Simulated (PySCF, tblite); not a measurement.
**C2H6NSi2 radical: geometry, infrared bands and EPR parameters**

Wanted: the infrared bands and EPR parameters of C2H6NSi2 radical (`N#C[SiH2][CH][SiH3]`), by calculation.

Computed with tblite 0.8.0 and PySCF 2.14.0, with density-fitted response routines of our own, on a single molecule in the gas phase. Atoms count from 0, in the outputs and in this text.

## (1) The molecule as given

11 atoms, charge 0, multiplicity 2; geometry from: force field or distance geometry start.

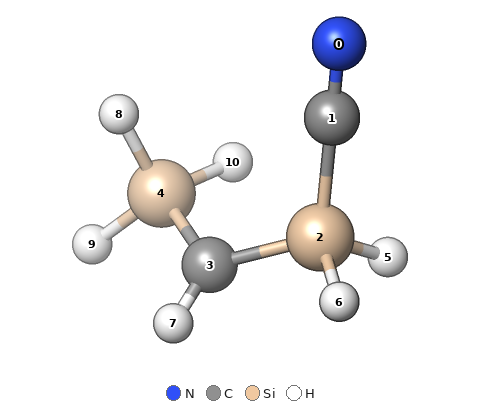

The starting geometry (nitrogen blue, carbon grey, silicon light orange, hydrogen white), atoms numbered.

## (2) Relaxing the molecule with GFN2-xTB

The job: settings as JSON, then the geometry in Å.

```
{"job": {"kind": "relax", "xc": "GFN2-xTB", "basis": "xTB"}, "charge": 0, "multiplicity": 2}
N      3.043600     1.133600    -0.206800
C      2.231000     0.302200    -0.127300
Si     0.933000    -1.044200     0.026800
C     -0.681900    -0.467300     0.617800
Si    -1.450600     0.921500    -0.192500
H      0.711000    -1.712900    -1.288200
H      1.383400    -2.105600     0.945100
H     -1.151500    -0.953400     1.469600
H     -0.883500     2.181100     0.333800
H     -2.912500     0.896900     0.058100
H     -1.216700     0.850600    -1.662400
```

Started as:

```bash
$ OMP_NUM_THREADS=1 python probes_run.py task.json out
```

One launch serves the whole session: the jobs run in the order shown.

Log:

```text
step      E/eV     max force
  0    -369.33492    2.686
  1    -369.30723    7.454
  2    -369.46698    1.287
  3    -369.49419    0.594
  4    -369.50761    0.406
  5    -369.54349    1.158
  6    -369.56569    1.004
  7    -369.58017    0.379
  8    -369.58553    0.155
  9    -369.58932    0.268
 10    -369.59298    0.292
 11    -369.59622    0.196
 12    -369.59838    0.147
 13    -369.60041    0.210
 14    -369.60254    0.229
 15    -369.60416    0.130
 16    -369.60504    0.073
 17    -369.60562    0.082
 18    -369.60636    0.136
 19    -369.60746    0.151
 20    -369.60869    0.103
 21    -369.60966    0.079
 22    -369.61027    0.068
 23    -369.61070    0.073
 24    -369.61109    0.056
 25    -369.61152    0.062
 26    -369.61202    0.080
 27    -369.61254    0.112
 28    -369.61294    0.085
 29    -369.61312    0.032
 30    -369.61320    0.027
 31    -369.61328    0.039
 32    -369.61337    0.041
 33    -369.61343    0.026
 34    -369.61345    0.010
 35    -369.61346    0.008
```

Wall time 0.18 s (1 thread of Arm Neoverse V1, shared host).

The steps of the relaxation: (not every step is listed) (the energy doesn't fall at every step)

```
step  energy from step 0 (eV)  largest force (eV/Å)
   0                   0.0000                2.6860
   1                   0.0277                7.4537
   2                  -0.1321                1.2874
   3                  -0.1593                0.5936
   4                  -0.1727                0.4064
   5                  -0.2086                1.1583
   6                  -0.2308                1.0036
   7                  -0.2452                0.3786
   8                  -0.2506                0.1552
  10                  -0.2581                0.2925
  12                  -0.2635                0.1473
  14                  -0.2676                0.2294
  16                  -0.2701                0.0732
  18                  -0.2714                0.1365
  20                  -0.2738                0.1028
  22                  -0.2754                0.0684
  24                  -0.2762                0.0560
  26                  -0.2771                0.0796
  28                  -0.2780                0.0849
  30                  -0.2783                0.0273
  31                  -0.2784                0.0389
  32                  -0.2784                0.0411
  33                  -0.2785                0.0262
  34                  -0.2785                0.0100
  35                  -0.2785                0.0079
```

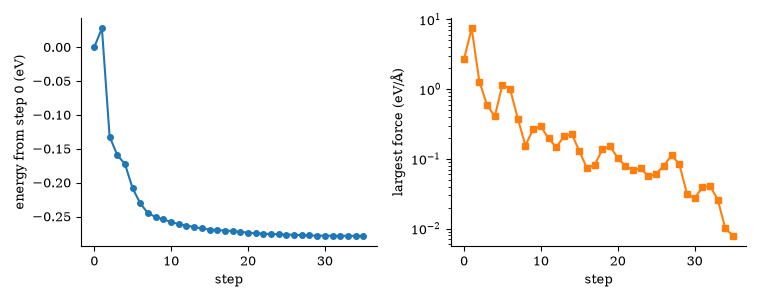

Energy and force, step by step.

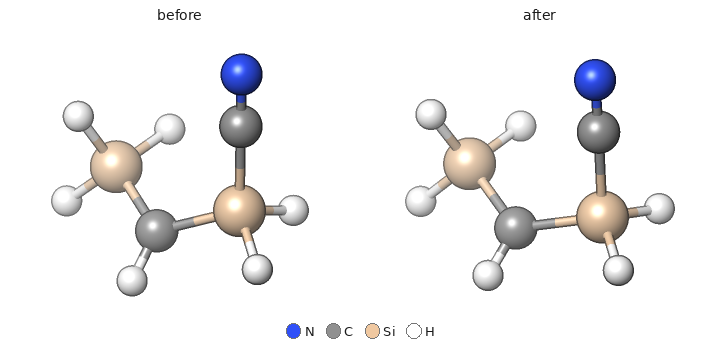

Before and after, at one scale.

Close pairs (by a distance rule), those that changed most:

```csv
bond,before (Å),after (Å),change (Å)
C3–Si4,1.782,1.867,+0.085
Si2–C3,1.814,1.854,+0.040
Si4–H10,1.490,1.464,-0.026
Si2–H5,1.492,1.468,-0.024
N0–C1,1.165,1.145,-0.020
Si4–H9,1.483,1.466,-0.017
Si4–H8,1.478,1.467,-0.011
Si2–H6,1.474,1.465,-0.009
```

The end geometry stands in the next job.

## (3) Harmonic vibrations with GFN2-xTB

The job: settings as JSON, then the geometry in Å.

```
{"job": {"kind": "ir", "xc": "GFN2-xTB", "basis": "xTB"}, "charge": 0, "multiplicity": 2}
N      2.911403     1.084604    -0.169589
C      2.179651     0.206336    -0.101512
Si     0.957573    -1.209720     0.019911
C     -0.641278    -0.445697     0.566203
Si    -1.513240     1.007088    -0.217666
H      0.902337    -1.779526    -1.331462
H      1.514603    -2.155609     0.990467
H     -1.088814    -0.851459     1.464228
H     -0.965514     2.257418     0.320733
H     -2.942127     0.925565     0.099581
H     -1.309171     0.963670    -1.666859
```

Log:

```text
mode    cm-1     km/mol
  1     -16.5      0.80
  2      10.1      1.32
  3      92.2      4.36
  4     185.0      2.51
  5     252.2      7.65
  6     324.3      1.38
  7     381.6     11.72
  8     459.9     36.76
  9     510.2     51.05
 10     521.8    113.56
 11     559.6     12.74
 12     604.6     22.97
 13     654.2     81.38
 14     719.1    205.80
 15     764.0    321.68
 16     777.1    230.67
 17     782.1    157.85
 18     791.9    241.40
 19     920.1     44.36
 20    1109.9     78.65
 21    2213.0     93.39
 22    2217.0    384.99
 23    2239.6    339.27
 24    2247.0    177.65
 25    2254.4    334.51
 26    2353.1     67.13
 27    3037.2     22.15
```

It took 0.27 s on 1 thread of Arm Neoverse V1, shared host.

The strongest bands and the atoms that carry them (share of the mass-weighted mode):

```
cm⁻¹  km/mol                                 atoms
 719   205.8   Si2 25 %, H6 22 %, C3 22 %, H5 12 %
 764   321.7                      H6 42 %, H5 39 %
 777   230.7            H10 43 %, H9 30 %, H8 19 %
 792   241.4  H9 32 %, H10 28 %, H8 14 %, Si4 11 %
2217   385.0                      H5 61 %, H8 27 %
2240   339.3                               H9 87 %
2247   177.7                               H6 83 %
2254   334.5                              H10 87 %
```

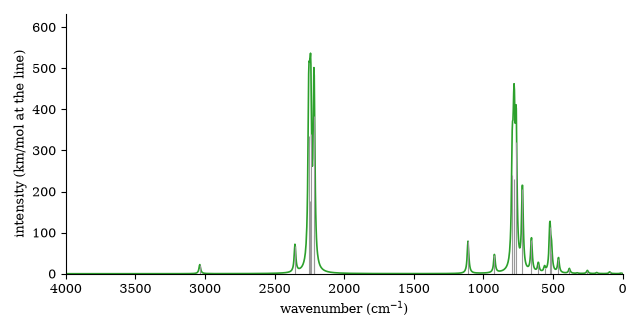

The infrared spectrum from these modes, unscaled. Lines are broadened to a width of 14 cm⁻¹ (Lorentzian).

## (4) g tensor and hyperfine couplings: B3LYP/pcH-1

The job, as its differences from that of step 3:

```diff
@@ -1,2 +1,2 @@
-{"job": {"kind": "ir", "xc": "GFN2-xTB", "basis": "xTB"}, "charge": 0, "multiplicity": 2}
+{"job": {"kind": "epr", "basis": "pcH-1"}, "charge": 0, "multiplicity": 2}
 N      2.911403     1.084604    -0.169589
```

With the program's defaults for keys left out, this is: UKS B3LYP, pcH-1 on C H N Si, non-relativistic, mean-field spin-orbit, GIAO.

Log:

```text
UKS, coarse grid
  cycle   1  E = -713.48371398  |g| = 3.20e-01
  cycle   2  E = -713.36268131  |g| = 6.02e-01
  cycle   3  E = -713.52269575  |g| = 1.35e-01
  cycle   4  E = -713.52981168  |g| = 3.44e-02
  cycle   5  E = -713.53037864  |g| = 1.06e-02
  cycle   6  E = -713.53044246  |g| = 2.53e-03
  cycle   7  E = -713.53044573  |g| = 7.35e-04
UKS, final grid
  cycle   1  E = -713.53043651  |g| = 5.56e-04
  cycle   2  E = -713.53043656  |g| = 5.21e-04
  cycle   3  E = -713.53043669  |g| = 1.20e-04
  cycle   4  E = -713.53043669  |g| = 1.03e-04
  cycle   5  E = -713.53043670  |g| = 1.88e-05
E = -713.53043670 Eh   <S^2> = 0.7534 (exact 0.7500)
g shifts (ppm)      1          2          3
  rmc          -120       -120       -120
  gc              3         29         28
  oz_so          15        471        751
  total        -102        380        660
hyperfine (MHz)  atom isotope    a_iso     a_fc   dipolar eigenvalues
    0   14N       0.24       0.24     -0.78     -0.33      1.11
    1   13C      35.72      35.73     -1.93     -1.73      3.66
    2  29Si      42.00      42.06     -2.22     -0.33      2.54
    3   13C      77.34      77.45    -72.56    -71.63    144.19
    4  29Si      42.64      42.72     -2.39      0.54      1.85
    5    1H      58.58      58.58     -3.29     -1.83      5.12
    6    1H      -0.61      -0.61     -3.13     -2.53      5.66
    7    1H     -54.05     -54.06    -34.93     -0.80     35.73
    8    1H      90.04      90.04     -3.44     -1.36      4.80
    9    1H      17.64      17.64     -2.99     -2.52      5.50
   10    1H      24.79      24.79     -2.99     -2.42      5.41
```

It took 35 s on 1 thread of Arm Neoverse V1, shared host; peak memory 0.67 GiB.

Principal g values 2.00222, 2.00270, 2.00298; g(iso) = 2.00263, against 2.00232 for a free electron.

Mean a(iso) over the nuclei that a row names, and the largest dipolar term of the row (other rows stand at the frozen geometry):

```
     nuclei  isotope  a(iso) (MHz)  a(iso) (G, at g = 2.0023)  largest dipolar term (MHz)
         C3      13C          77.3                       27.6                       144.2
         H7       1H         -54.0                      -19.3                        35.7
H8, H9, H10       1H          44.2                       15.8                         5.5
        Si4     29Si          42.6                       15.2                        -2.4
        Si2     29Si          42.0                       15.0                         2.5
         C1      13C          35.7                       12.7                         3.7
     H5, H6       1H          29.0                       10.3                         5.7
         N0      14N           0.2                        0.1                         1.1
```

Mulliken spin populations:

```
atom  value (e)
  N0       0.01
  C1       0.01
 Si2      -0.03
  C3       1.00
 Si4      -0.05
  H5       0.03
  H6       0.00
  H7      -0.04
  H8       0.05
  H9       0.01
 H10       0.01
```

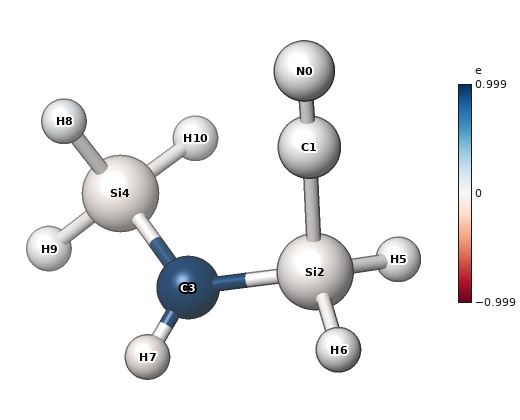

Mulliken spin populations, as colours on the atoms.

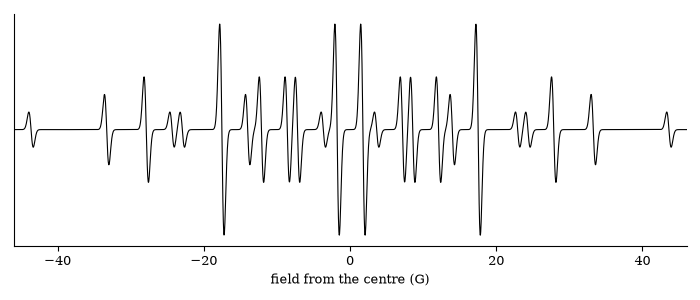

First-order isotropic spectrum (first derivative, main isotopes with spin only, couplings over 0.8 MHz, Gaussian width 0.3 G; couplings of the frozen geometry, rotation of groups not averaged beyond the rows shown).

Orbitals, density, ELF and potential are computed afterwards from the orbital file.

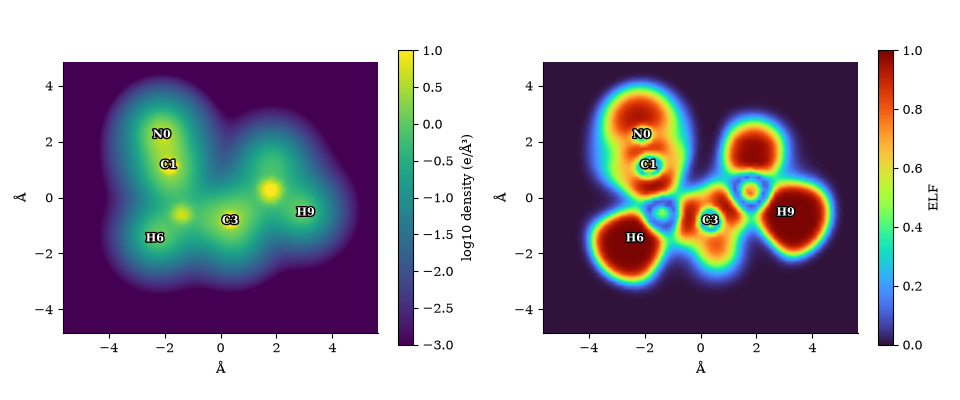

Density (left) and ELF (right) in a plane through or near 5 of the atoms.

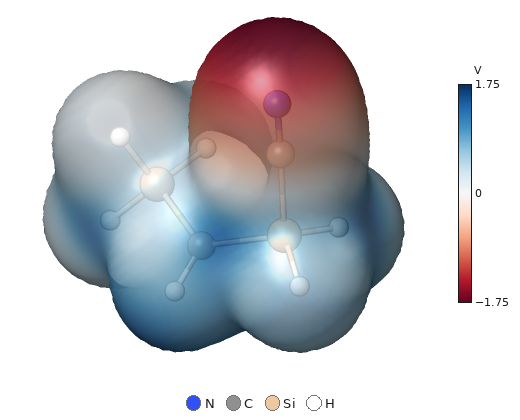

Electrostatic potential on the surface of density 0.002 e/bohr³; red is low, blue high. It runs from -1.75 V near N0 to 1.62 V near H6.

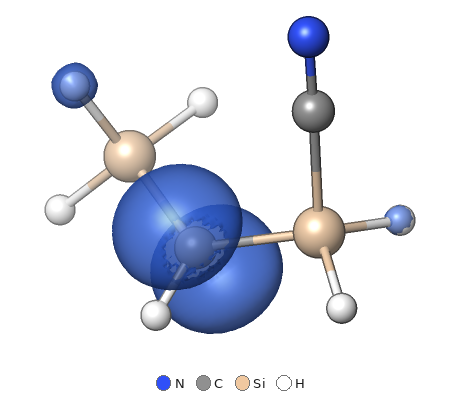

Spin density at ±0.04 e/Å³ (alpha excess blue, beta excess red).

## (5) Summary of results

| quantity | value |
| --- | --- |
| strongest single infrared mode (GFN2-xTB) | 2217 cm⁻¹, 385 km/mol |
| zero-point energy (GFN2-xTB) | 38.6 kcal/mol |
| g(iso) (B3LYP) | 2.00263 |
| ⟨S²⟩ | 0.753 (exact 0.75) |
| largest a(iso) (averaged by class) | 13C on C3, 77.3 MHz |
| potential on the surface of density 0.002 e/bohr³, 1st and 99th percentile | -1.75 V and 1.62 V |

Relaxing lowered the energy by 0.279 eV in 35 steps; the close pair that moved most is C3–Si4, from 1.782 to 1.867 Å. The lowest mode is slightly imaginary (16i cm⁻¹), a soft motion within the noise of the Hessian, so the minimum is not strictly shown. The strongest single mode, at 2217 cm⁻¹, moves mainly H5. GFN2-xTB is a fitted tight-binding method: band positions and strengths are rough. Its intensities can rank the bands wrongly. C3 carries the largest spin population, 1.00 e. The isotropic g lies 0.3 ppt above the free-electron value. These values are for one conformer; the search (at its own cheap level) found 2 more, at 0.01, 0.12 kcal/mol (those within 0.05 may be mirror or relabelled copies), and measured spectra average over such forms.
